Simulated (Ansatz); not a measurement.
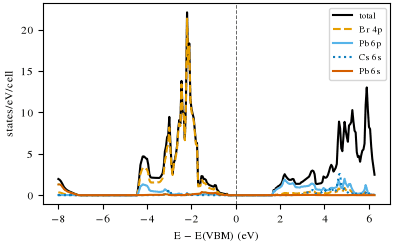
Fig. 1. Total and projected density of states of CsPbBr₃ (cubic perovskite, Pm-3m), DFT-PBEsol in the program Ansatz with PAW potentials

Q: Which orbitals carry the states next to the gap?

A: Top 1 eV of the valence band: Br 4p 65 %, Pb 6s 24 %, Pb 6p 9 %. Bottom 1 eV of the conduction band: Pb 6p 76 %, Br 4p 10 %, Br 4s 9 %. Projections are on Löwdin-orthogonalised atomic valence shells; empty p or d shells of many metals are not among them.

Q: Where is the tallest occupied peak in this window, and what makes it?

A: Near -2.2 eV, about 22 states/eV per cell; the largest projected share is Br 4p.

This is a known high-temperature phase of the composition, computed here at zero pressure and temperature. Symmetry was held in the PBEsol relaxation; whether a distortion lowers the energy is not shown. Scalar-relativistic: spin–orbit coupling is off unless named, which matters more the heavier the elements.

Potentials: the later of the program's two PAW sets.
